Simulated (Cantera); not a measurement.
Feed: 1 mol TiO2, 6.6 mol H2, held at 5500 Pa.

These are equilibrium values from Cantera (NASA tables, ideal gas, pure condensed phases), not measurements of a reactor. Candidate condensed phases: H2O, Ti, TiO, TiO2, Ti2O3, Ti3O5, Ti4O7; 12 gas species. Mutual solubility and eutectic melting of coexisting phases are not modelled. Condensed phases not in the tables: Magnéli phases beyond Ti4O7. Kinetics and transport are ignored.

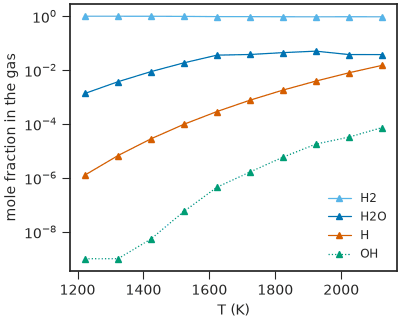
Figure. Equilibrium gas composition (values under 1e-9 drawn at 1e-9)

From 1223 K to 1623 K the condensed part is TiO2(rutile) + Ti4O7(s). At 1723 K the condensed part is Ti4O7(s). At 1823 K the condensed part is Ti3O5(s) + Ti4O7(s). At 1923 K the condensed part is Ti3O5(s). From 2023 K to 2123 K the condensed part is Ti4O7(l).
